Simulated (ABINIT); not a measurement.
# A GW chain in ABINIT: SnF3 (Fm-3m), part 2 of 3

How does a plane-wave GW calculation on SnF3 (Fm-3m) run from the first input to the gap?

ABINIT 10.8.3; PBEsol and many-body steps on it, plane waves. Known limits of the many-body steps: not at the basis limit; no spin-orbit coupling; coarse k mesh.

So far. Step 2 (Ground state): The gap is indirect, with the least direct gap 0.55 eV higher.

**3. Bands along the symmetry lines**

Level of this step: DFT, PBEsol, plane waves, norm-conserving pseudopotentials (ABINIT).

Levels along a band path, at the cheap level, show where the edges lie and whether the meshes to come will hold them.

Input file run.abi:

```
acell 3*1.0 Angstrom
rprim 
  -0.000000000000 4.348975944800 4.348975944800
  4.348975944800 0.000000000000 4.348975944800
  4.348975944800 4.348975944800 -0.000000000000
ntypat 2
znucl 50 9
natom 8
typat 1 1 2 2 2 2 2 2
xred 
  0.500000000000 0.500000000000 0.500000000000
  0.000000000000 0.000000000000 -0.000000000000
  0.728190550000 0.271809450000 0.728190550000
  0.271809450000 0.271809450000 0.728190550000
  0.271809450000 0.728190550000 0.271809450000
  0.271809450000 0.728190550000 0.728190550000
  0.728190550000 0.271809450000 0.271809450000
  0.728190550000 0.728190550000 0.271809450000
pp_dirpath "pseudos"
pseudos "Sn.upf, F.upf"
ecut 38
iscf -2
irdden 1
kptopt 0
nkpt 26
kpt 
  0.00000000 0.00000000 0.00000000
  0.12500000 0.00000000 0.12500000
  0.25000000 0.00000000 0.25000000
  0.37500000 0.00000000 0.37500000
  0.50000000 0.00000000 0.50000000
  0.53125000 0.06250000 0.53125000
  0.56250000 0.12500000 0.56250000
  0.59375000 0.18750000 0.59375000
  0.62500000 0.25000000 0.62500000
  0.37500000 0.37500000 0.75000000
  0.28125000 0.28125000 0.56250000
  0.18750000 0.18750000 0.37500000
  0.09375000 0.09375000 0.18750000
  0.00000000 0.00000000 0.00000000
  0.12500000 0.12500000 0.12500000
  0.25000000 0.25000000 0.25000000
  0.37500000 0.37500000 0.37500000
  0.50000000 0.50000000 0.50000000
  0.50000000 0.43750000 0.56250000
  0.50000000 0.37500000 0.62500000
  0.50000000 0.31250000 0.68750000
  0.50000000 0.25000000 0.75000000
  0.50000000 0.18750000 0.68750000
  0.50000000 0.12500000 0.62500000
  0.50000000 0.06250000 0.56250000
  0.50000000 0.00000000 0.50000000
istwfk *1
nband 50
nbdbuf 2
tolwfr 1e-08
nstep 40
prtwf 0
prtvol 0
indata_prefix "in"
outdata_prefix "out"
tmpdata_prefix "tmp"
```

Run with:

```sh
$ OMP_NUM_THREADS=1 mpirun -n 8 abinit run.abi > log
```

Numbers of over 12 decimals in the logs are rounded to 6 here.

Output:

```text
.Version 10.8.3 of ABINIT. v10.8.2 released Aug 2026.

 Symmetries : space group Fm -3 m (#225); Bravais cF (face-center cubic)
[... echo of the input left out ...]
== DATASET  1 ==================================================================
-   mpi_nproc: 8, omp_nthreads: 1 (-1 if OMP is not activated)

--- !DatasetInfo
iteration_state: {dtset: 1, }
dimensions: {natom: 8, nkpt: 26, mband: 50, nsppol: 1, nspinor: 1, nspden: 1, mpw: 12454, }
cutoff_energies: {ecut:  38.0, pawecutdg:  -1.0, }
electrons: {nelect:   8.60000000E+01, charge:   0.00000000E+00, occopt:   1.00000000E+00, tsmear:   1.00000000E-02, }

 Real(R)+Recip(G) space primitive vectors, cartesian coordinates (Bohr,Bohr^-1):
 R(1)=  0.0000000  8.2183735  8.2183735  G(1)= -0.0608393  0.0608393  0.0608393
 R(2)=  8.2183735  0.0000000  8.2183735  G(2)=  0.0608393 -0.0608393  0.0608393
 R(3)=  8.2183735  8.2183735  0.0000000  G(3)=  0.0608393  0.0608393 -0.0608393
 Unit cell volume ucvol=  1.1101652E+03 bohr^3
 Angles (23,13,12)=  6.00000000E+01  6.00000000E+01  6.00000000E+01 degrees

 getcut: wavevector=  0.0000  0.0000  0.0000  ngfft=  72  72  72
         ecut(hartree)=     38.000   => boxcut(ratio)=   2.23241

 getcut : COMMENT -
  Note that boxcut > 2.2 ; recall that boxcut=Gcut(box)/Gcut(sphere) = 2
  is sufficient for exact treatment of convolution.
  Such a large boxcut is a waste : you could raise ecut
  e.g. ecut=   47.344879 Hartrees makes boxcut=2

--- Pseudopotential description ------------------------------------------------
- Sn Generated using ONCVPSP code by D. R. Hamann
- 50.00000  22.00000  180301                  znucl, zion, pspdat
12 -116133 2 -1 1628                          pspcod,pspxc,lmax,lloc,mmax
     nproj     2     2     2
  pspatm : epsatm=   27.40034533
         --- l  ekb(1:nproj) -->
             0    9.713037   -0.634809
             1    4.010174   -0.276233
             2   -2.400688   -0.611864
 pspatm: atomic psp has been read  and splines computed

- F Generated using ONCVPSP code by D. R. Hamann
-  9.00000   7.00000  180301                  znucl, zion, pspdat
12 -116133 2 -1 832                           pspcod,pspxc,lmax,lloc,mmax
     nproj     2     2     1
  pspatm : epsatm=    4.89824381
         --- l  ekb(1:nproj) -->
[...]
2   -2.394754
 pspatm: atomic psp has been read  and splines computed

--------------------------------------------------------------------------------

================================================================================
 prteigrs : about to open file out_EIG
 Non-SCF case, kpt    1 (  0.00000  0.00000  0.00000), residuals and eigenvalues=
  3.90E-09  8.46E-09  1.32E-09  5.61E-09  5.44E-09  1.75E-09  3.76E-09  7.22E-09
  1.35E-09  6.39E-09  6.55E-09  2.87E-09  5.79E-09  9.86E-09  1.75E-09  5.42E-09
  8.08E-09  5.98E-09  8.06E-09  1.56E-09  2.48E-09  6.35E-09  3.97E-09  7.74E-09
[...]
-1.1380E-01 -1.1321E-01 -1.1321E-01 -1.0460E-01 -1.0460E-01 -9.3822E-02
 -6.0453E-03  1.5324E-01  1.9389E-01  1.9745E-01  1.9745E-01  3.1772E-01
[...]
--- !ResultsGS
iteration_state: {dtset: 1, }
comment   : Summary of ground state results
lattice_vectors:
- [ -0.0000000,   8.2183735,   8.2183735, ]
- [  8.2183735,   0.0000000,   8.2183735, ]
- [  8.2183735,   8.2183735,  -0.0000000, ]
lattice_lengths: [  11.62254,   11.62254,   11.62254, ]
lattice_angles: [ 60.000,  60.000,  60.000, ] # degrees, (23, 13, 12)
lattice_volume:   1.1101652E+03
convergence: {deltae:  0.000E+00, res2:  0.000E+00, residm:  9.978E-09, diffor:  0.000E+00, }
etotal    :  -5.90384211E+02
entropy   :   0.00000000E+00
fermie    :  -5.96980709E-03
cartesian_stress_tensor: null
pressure_GPa: null
xred      :
- [  5.0000E-01,   5.0000E-01,   5.0000E-01, Sn]
- [  0.0000E+00,   0.0000E+00,   0.0000E+00, Sn]
- [  7.2819E-01,   2.7181E-01,   7.2819E-01,  F]
- [  2.7181E-01,   2.7181E-01,   7.2819E-01,  F]
- [  2.7181E-01,   7.2819E-01,   2.7181E-01,  F]
- [  2.7181E-01,   7.2819E-01,   7.2819E-01,  F]
- [  7.2819E-01,   2.7181E-01,   2.7181E-01,  F]
- [  7.2819E-01,   7.2819E-01,   2.7181E-01,  F]
cartesian_forces: null
force_length_stats: {min: null, max: null, mean: null, }

 Integrated electronic density in atomic spheres:
 ------------------------------------------------
 Atom  Sphere_radius  Integrated_density
[...]
================================================================================

 ----iterations are completed or convergence reached----

 Mean square residual over all n,k,spin=   50.467E-10; max=  99.778E-10
 reduced coordinates (array xred) for    8 atoms
[...]
0.728190550000      0.271809450000      0.271809450000
       0.728190550000      0.728190550000      0.271809450000

 cartesian coordinates (angstrom) at end:
    1      4.348976     4.348976     4.348976
    2      0.000000     0.000000     0.000000
    3      4.348976     6.333766     4.348976
[...]
7      2.364186     4.348976     4.348976
    8      4.348976     4.348976     6.333766
 length scales=  1.889726125908  1.889726125908  1.889726125908 bohr
              =  1.000000000000  1.000000000000  1.000000000000 angstroms
 prteigrs : about to open file out_EIG
 Eigenvalues (hartree) for nkpt=  26  k points:
 kpt#   1, nband= 50, wtk=  1.00000, kpt=  0.0000  0.0000  0.0000 (reduced coord)
[...]
kpt#   2, nband= 50, wtk=  1.00000, kpt=  0.1250  0.0000  0.1250 (reduced coord)
[...]
kpt#   3, nband= 50, wtk=  1.00000, kpt=  0.2500  0.0000  0.2500 (reduced coord)
[...]
kpt#  25, nband= 50, wtk=  1.00000, kpt=  0.5000  0.0625  0.5625 (reduced coord)
[...]
0.32698    0.35302
 kpt#  26, nband= 50, wtk=  1.00000, kpt=  0.5000  0.0000  0.5000 (reduced coord)
[...]
-0.12638   -0.12638   -0.12473   -0.12473   -0.11380   -0.11321   -0.11321   -0.10460
  -0.10460   -0.09382   -0.00605    0.15324    0.19389    0.19745    0.19745    0.31772
   0.32680    0.36337

== END DATASET(S) ==============================================================
================================================================================

 -outvars: echo values of variables after computation  --------
            nband          50
             nkpt          26
          spgroup         225
 [... the other variables as echoed above ...]

 Calculation completed.
```

It took 61 s on 8 MPI ranks of AMD EPYC 9R14 (Zen 4), shared host; peak memory 1.1 GiB.

This step gave:

| Quantity | Value |
| --- | --- |
| gap | 2.829 eV |
| k of the valence top | 0.5, 0.25, 0.75 |
| k of the conduction bottom | 0.5, 0.5, 0.5 |
| least direct gap | 3.379 eV |

The gap is 2.829 eV, as in the run before at this level.

The electronic bands at the labelled points (eV, zero at the top of the highest filled band):

```tsv
point	band 40	band 41	band 42	band 43	band 44	band 45	band 46	band 47
Γ	-2.39	-2.39	-2.39	-2.37	5.07	5.35	5.35	5.35
X	-2.68	-2.68	-2.39	0.00	4.33	5.44	5.54	5.54
U	-2.66	-2.61	-2.46	-0.04	3.61	5.47	5.82	6.27
jump to K	-2.66	-2.61	-2.46	-0.04	3.61	5.47	5.82	6.27
Γ	-2.39	-2.39	-2.39	-2.37	5.07	5.35	5.35	5.35
L	-2.55	-2.55	-2.50	-0.55	2.83	6.13	6.13	6.99
W	-2.68	-2.52	-2.52	0.00	3.65	5.49	5.49	6.60
X	-2.68	-2.68	-2.39	0.00	4.33	5.44	5.54	5.54
```

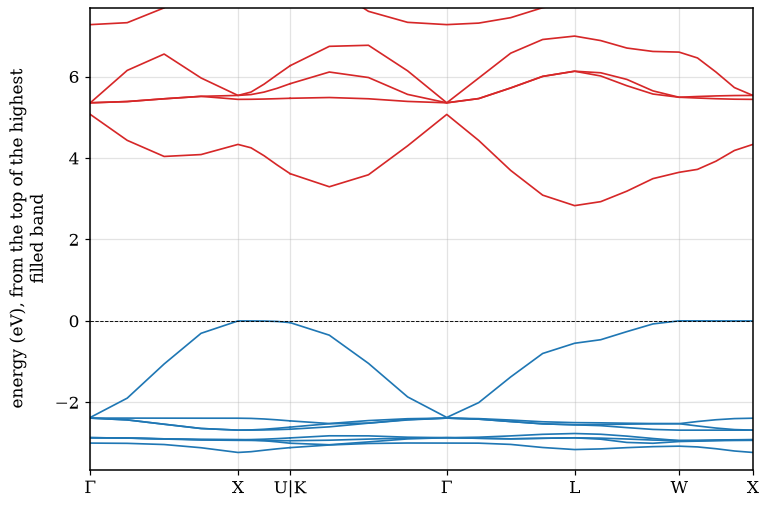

Electronic bands along the path; lines of filled and empty bands in two colours.

**4. Empty states on the mesh, 2×2×2 mesh, 213 bands**

The sums over transitions need many empty states on a uniform mesh; this step solves for them.

Input file run.abi:

```
acell 3*1.0 Angstrom
rprim 
  -0.000000000000 4.348975944800 4.348975944800
  4.348975944800 0.000000000000 4.348975944800
  4.348975944800 4.348975944800 -0.000000000000
ntypat 2
znucl 50 9
natom 8
typat 1 1 2 2 2 2 2 2
xred 
  0.500000000000 0.500000000000 0.500000000000
  0.000000000000 0.000000000000 -0.000000000000
  0.728190550000 0.271809450000 0.728190550000
  0.271809450000 0.271809450000 0.728190550000
  0.271809450000 0.728190550000 0.271809450000
  0.271809450000 0.728190550000 0.728190550000
  0.728190550000 0.271809450000 0.271809450000
  0.728190550000 0.728190550000 0.271809450000
pp_dirpath "pseudos"
pseudos "Sn.upf, F.upf"
ecut 38
ngkpt 2 2 2
nshiftk 1
shiftk 0 0 0
kptopt 1
chksymbreak 0
iscf -2
irdden 1
istwfk *1
nband 213
nbdbuf 18
tolwfr 1e-09
nstep 60
prtvol 0
indata_prefix "in"
outdata_prefix "out"
tmpdata_prefix "tmp"
```

Run with:

```sh
$ OMP_NUM_THREADS=2 mpirun -n 3 abinit run.abi > log
```

Output:

```text
.Version 10.8.3 of ABINIT. v10.8.2 released Aug 2026.

 Symmetries : space group Fm -3 m (#225); Bravais cF (face-center cubic)
[... echo of the input left out ...]
== DATASET  1 ==================================================================
-   mpi_nproc: 3, omp_nthreads: 2 (-1 if OMP is not activated)

--- !DatasetInfo
iteration_state: {dtset: 1, }
dimensions: {natom: 8, nkpt: 3, mband: 213, nsppol: 1, nspinor: 1, nspden: 1, mpw: 12434, }
cutoff_energies: {ecut:  38.0, pawecutdg:  -1.0, }
electrons: {nelect:   8.60000000E+01, charge:   0.00000000E+00, occopt:   1.00000000E+00, tsmear:   1.00000000E-02, }

 Real(R)+Recip(G) space primitive vectors, cartesian coordinates (Bohr,Bohr^-1):
 R(1)=  0.0000000  8.2183735  8.2183735  G(1)= -0.0608393  0.0608393  0.0608393
 R(2)=  8.2183735  0.0000000  8.2183735  G(2)=  0.0608393 -0.0608393  0.0608393
 R(3)=  8.2183735  8.2183735  0.0000000  G(3)=  0.0608393  0.0608393 -0.0608393
 Unit cell volume ucvol=  1.1101652E+03 bohr^3
 Angles (23,13,12)=  6.00000000E+01  6.00000000E+01  6.00000000E+01 degrees

 getcut: wavevector=  0.0000  0.0000  0.0000  ngfft=  72  72  72
         ecut(hartree)=     38.000   => boxcut(ratio)=   2.23241

 getcut : COMMENT -
  Note that boxcut > 2.2 ; recall that boxcut=Gcut(box)/Gcut(sphere) = 2
  is sufficient for exact treatment of convolution.
  Such a large boxcut is a waste : you could raise ecut
  e.g. ecut=   47.344879 Hartrees makes boxcut=2

--- Pseudopotential description ------------------------------------------------
- Sn Generated using ONCVPSP code by D. R. Hamann
- 50.00000  22.00000  180301                  znucl, zion, pspdat
12 -116133 2 -1 1628                          pspcod,pspxc,lmax,lloc,mmax
     nproj     2     2     2
  pspatm : epsatm=   27.40034533
         --- l  ekb(1:nproj) -->
             0    9.713037   -0.634809
             1    4.010174   -0.276233
             2   -2.400688   -0.611864
 pspatm: atomic psp has been read  and splines computed

- F Generated using ONCVPSP code by D. R. Hamann
-  9.00000   7.00000  180301                  znucl, zion, pspdat
12 -116133 2 -1 832                           pspcod,pspxc,lmax,lloc,mmax
     nproj     2     2     1
  pspatm : epsatm=    4.89824381
         --- l  ekb(1:nproj) -->
[...]
2   -2.394754
 pspatm: atomic psp has been read  and splines computed

--------------------------------------------------------------------------------

================================================================================
 prteigrs : about to open file out_EIG
 Non-SCF case, kpt    1 (  0.00000  0.00000  0.00000), residuals and eigenvalues=
  2.71E-10  1.95E-10  5.45E-10  5.19E-10  4.89E-10  5.05E-10  4.97E-10  6.45E-10
  4.41E-10  6.02E-10  4.10E-10  2.08E-10  3.18E-10  5.62E-10  4.74E-10  4.77E-10
  6.33E-10  4.74E-10  5.89E-10  4.17E-10  4.47E-10  7.84E-10  6.00E-11  5.99E-10
[...]
1.34E-05  4.63E-05  1.72E-05  6.58E-05  3.04E-04
 -4.7200E+00 -4.7018E+00 -3.0972E+00 -3.0972E+00 -3.0972E+00 -3.0782E+00
 -3.0782E+00 -3.0782E+00 -8.4864E-01 -8.4864E-01 -8.3546E-01 -8.1505E-01
 -8.1505E-01 -8.1505E-01 -7.5560E-01 -7.5560E-01 -7.5560E-01 -7.4053E-01
[...]
2.0102E+00  2.0318E+00  2.0318E+00  2.0318E+00  2.0397E+00  2.0397E+00
  2.0670E+00  2.0670E+00  2.0670E+00  2.0769E+00  2.0770E+00  2.0770E+00
[...]
prteigrs : prtvol=0 or 1, do not print more k-points.

--- !ResultsGS
iteration_state: {dtset: 1, }
comment   : Summary of ground state results
lattice_vectors:
- [ -0.0000000,   8.2183735,   8.2183735, ]
- [  8.2183735,   0.0000000,   8.2183735, ]
- [  8.2183735,   8.2183735,  -0.0000000, ]
lattice_lengths: [  11.62254,   11.62254,   11.62254, ]
lattice_angles: [ 60.000,  60.000,  60.000, ] # degrees, (23, 13, 12)
lattice_volume:   1.1101652E+03
convergence: {deltae:  0.000E+00, res2:  0.000E+00, residm:  9.989E-10, diffor:  0.000E+00, }
etotal    :  -5.90384211E+02
entropy   :   0.00000000E+00
fermie    :  -5.96980709E-03
cartesian_stress_tensor: null
pressure_GPa: null
xred      :
- [  5.0000E-01,   5.0000E-01,   5.0000E-01, Sn]
- [  0.0000E+00,   0.0000E+00,   0.0000E+00, Sn]
- [  7.2819E-01,   2.7181E-01,   7.2819E-01,  F]
- [  2.7181E-01,   2.7181E-01,   7.2819E-01,  F]
- [  2.7181E-01,   7.2819E-01,   2.7181E-01,  F]
- [  2.7181E-01,   7.2819E-01,   7.2819E-01,  F]
- [  7.2819E-01,   2.7181E-01,   2.7181E-01,  F]
- [  7.2819E-01,   7.2819E-01,   2.7181E-01,  F]
cartesian_forces: null
force_length_stats: {min: null, max: null, mean: null, }

 Integrated electronic density in atomic spheres:
 ------------------------------------------------
 Atom  Sphere_radius  Integrated_density
[...]
================================================================================

 ----iterations are completed or convergence reached----

 Mean square residual over all n,k,spin=   41.316E-11; max=  99.895E-11
 reduced coordinates (array xred) for    8 atoms
[...]
0.728190550000      0.271809450000      0.271809450000
       0.728190550000      0.728190550000      0.271809450000

 cartesian coordinates (angstrom) at end:
    1      4.348976     4.348976     4.348976
    2      0.000000     0.000000     0.000000
    3      4.348976     6.333766     4.348976
[...]
7      2.364186     4.348976     4.348976
    8      4.348976     4.348976     6.333766
 length scales=  1.889726125908  1.889726125908  1.889726125908 bohr
              =  1.000000000000  1.000000000000  1.000000000000 angstroms
 prteigrs : about to open file out_EIG
 Eigenvalues (hartree) for nkpt=   3  k points:
 kpt#   1, nband=213, wtk=  0.12500, kpt=  0.0000  0.0000  0.0000 (reduced coord)
[...]
1.94908    1.97467    1.97467    1.97467    2.01017    2.01017    2.01017    2.03177
   2.03177    2.03177    2.03969    2.03969    2.06695    2.06696    2.06699    2.07692
   2.07695    2.07696    2.09364    2.09377    2.09477
 prteigrs : prtvol=0 or 1, do not print more k-points.

== END DATASET(S) ==============================================================
================================================================================

 -outvars: echo values of variables after computation  --------
            nband         213
             nkpt           3
          spgroup         225
 [... the other variables as echoed above ...]

 Calculation completed.
```

It took 85 s on 3 MPI ranks; peak memory 0.48 GiB; 6.7 min of CPU time.

Numbers from this step:

- gap: 2.831 eV
- k of the valence top: 0.5, 0.5, 0
- k of the conduction bottom: 0.5, 0, 0
- least direct gap: 3.379 eV
- k points computed: 3
- lowest point of the top converged band, above the valence top: 53.8981 eV

On this mesh the gap is 2.831 eV.

**5. Screening, 2×2×2 mesh, 195 bands, screening to 130.6 eV**

The RPA dielectric matrix is built and inverted for each q.

This step: RPA screening on PBEsol, plane waves, norm-conserving pseudopotentials.

run.abi, as its differences from that of step 4:

```diff
@@ -26,10 +26,11 @@
 chksymbreak 0
-iscf -2
-irdden 1
 istwfk *1
-nband 213
-nbdbuf 18
-tolwfr 1e-09
-nstep 60
-prtvol 0
+occopt 1
+irdwfk 1
+optdriver 3
+nband 195
+ecuteps 4.8
+inclvkb 2
+awtr 1
+symchi 1
 indata_prefix "in"
```

Run with:

```sh
$ OMP_NUM_THREADS=1 mpirun -n 8 abinit run.abi > log
```

Output:

```text
.Version 10.8.3 of ABINIT. v10.8.2 released Aug 2026.

 Symmetries : space group Fm -3 m (#225); Bravais cF (face-center cubic)
[... echo of the input left out ...]
== DATASET  1 ==================================================================
-   mpi_nproc: 8, omp_nthreads: 1 (-1 if OMP is not activated)

--- !DatasetInfo
iteration_state: {dtset: 1, }
dimensions: {natom: 8, nkpt: 3, mband: 195, nsppol: 1, nspinor: 1, nspden: 1, mpw: 12434, }
cutoff_energies: {ecut:  38.0, pawecutdg:  -1.0, }
electrons: {nelect:   8.60000000E+01, charge:   0.00000000E+00, occopt:   1.00000000E+00, tsmear:   1.00000000E-02, }

 SCREENING: Calculation of the susceptibility and dielectric matrices

 Based on a program developped by R.W. Godby, V. Olevano, G. Onida, and L. Reining.
 Incorporated in ABINIT by V. Olevano, G.-M. Rignanese, and M. Torrent.
.Using double precision arithmetic ; gwpc =  8

[... cell and pseudopotentials left out ...]
--------------------------------------------------------------------------------

 ==== K-mesh for the wavefunctions ====
 Number of points in the irreducible wedge :     3
[... list of points left out ...]
 Together with 48 symmetry operations and time-reversal symmetry
 yields     8 points in the full Brillouin Zone.

 ==== Q-mesh for the screening function ====
 Number of points in the irreducible wedge :     3
[... list of points left out ...]
 Together with 48 symmetry operations and time-reversal symmetry
 yields     8 points in the full Brillouin Zone.

 setmesh: FFT mesh size selected  =    45x   45x   45
          total number of points  =        91125

 vcoul_init : cutoff-mode = AUXILIARY_FUNCTION
 q-points for optical limit:   1
     1)      0.000010    0.000020    0.000030

- screening: taking advantage of time-reversal symmetry
- Maximum band index for partially occupied states nbvw = 43
- Remaining bands to be divided among processors   nbcw = 152
- Number of bands treated by each node ~19

 Number of electrons calculated from density =   86.0000; Expected =   86.0000
 average of density, n =  0.077466
 r_s =    1.4552
 omega_plasma =   26.8479 [eV]

 calculating chi0 at frequencies [eV] :
  1    0.000000E+00    0.000000E+00
  2    0.000000E+00    2.684794E+01

--------------------------------------------------------------------------------
  q-point number  1        q = ( 0.000000, 0.000000, 0.000000) [r.l.u.]
--------------------------------------------------------------------------------
[... chi0 elements left out ...]
 For q-point:  0.000010 0.000020 0.000030
  dielectric constant =   2.7792
  dielectric constant without local fields =   3.0676

  Average fulfillment of the sum rule on Im[epsilon] for q-point    1 :     43.21  [%]
[... wings left out ...]
  q-point number  2        q = ( 0.500000, 0.000000, 0.000000) [r.l.u.]
--------------------------------------------------------------------------------
[... chi0 elements left out ...]
  Average fulfillment of the sum rule on Im[epsilon] for q-point    2 :     48.31  [%]

 [... 1 further q-points ...]
```

Run time: 40 s. Hardware: 8 MPI ranks; peak memory 4.2 GiB.

This step gave:

```
ε∞ with local fields, on this mesh, along the program's q direction : 2.779
the same without local fields                                       : 3.068
plasma frequency                                                    : 26.85 eV
plane waves in the screening matrix                                 : 537
```

Local fields lower ε∞ by 9 %. On a Γ-centred mesh this coarse the value itself is usually too large, while a short band sum pulls it down.

(Part 2 of 3 ends here.)

[Paths, hosts, dates, memory and timing lines, banners, echoed tables and standing remarks are left out of the program output.]

[Logs are printed without paths, hosts, clocks, repeated set-up lines and the standing remarks that a program may print on its own settings, such as how far it seeks lower states.]

[Runs of the session that timed out or met a known fault of the program may be left out.]

[Hosts, paths, dates, database ids (printed as entryN), source tags and the programs' standing remarks are cut or masked in the printed files.]

[G0W0 gaps are taken among the corrected bands and points alone; a level outside them can change the order at an edge.]

[Where Ansatz stands beside ABINIT at settings called matched, ABINIT's density can come from a denser mesh and the files from another edition; pairs whose starting gaps differed by over 0.03 eV were left out, so agreement reads better than it is.]
